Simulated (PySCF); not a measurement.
GeCl (doublet)

```xyz
2

Ge    0.0000    0.0000   -0.7001
Cl    0.0000    0.0000    1.4799
```

Theory: PBE0/def2-TZVPPD, non-relativistic Hamiltonian with scalar-relativistic core potentials where named, at a bond length of 2.180 Å in PySCF 2.14.0.

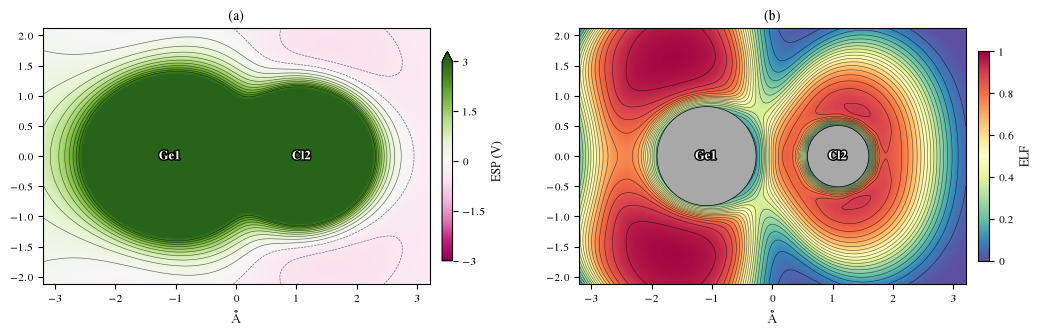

Figure 1. (a) electrostatic potential; (b) ELF on a plane that holds the molecular axis. Grey discs cover the atomic cores in the ELF map.

**Read the bonding off the picture.**

The plane passes through Ge and Cl nuclei.
Ge–Cl (2.18 Å): the ELF peaks at about 0.85 in the valence shell of Cl, 0.8 Å from its nucleus, and is about 0.65 at the midpoint.
The ELF also peaks beside Cl2, away from the bonds: non-bonding electrons, paired or unpaired.
Outside the dense part of the molecule the potential is most negative (−0.6 V) near Cl2.

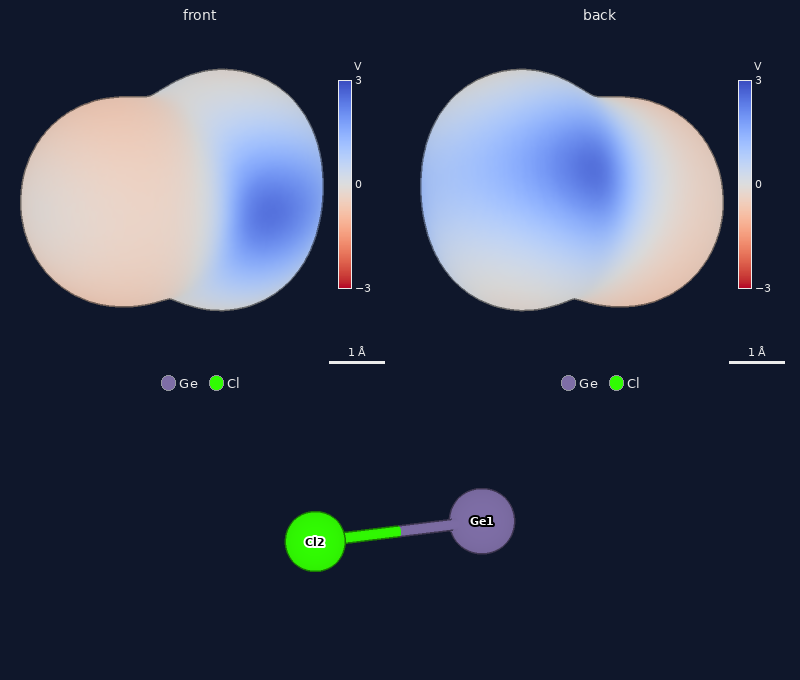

Figure 2. The electrostatic potential painted on the density surface at 0.002 e/bohr³, seen from the front and from behind; red is negative and blue positive. The bare structure is drawn below in the same view.

**Which sites attract a positive test charge, and which a negative one?**

A positive charge is drawn to the negative regions and a negative charge to the positive ones. The most negative region (about −0.6 V, or −14 kcal/mol for a unit charge) lies over Cl2, the most positive (about +2.4 V, or +55 kcal/mol for a unit charge) over Ge1.
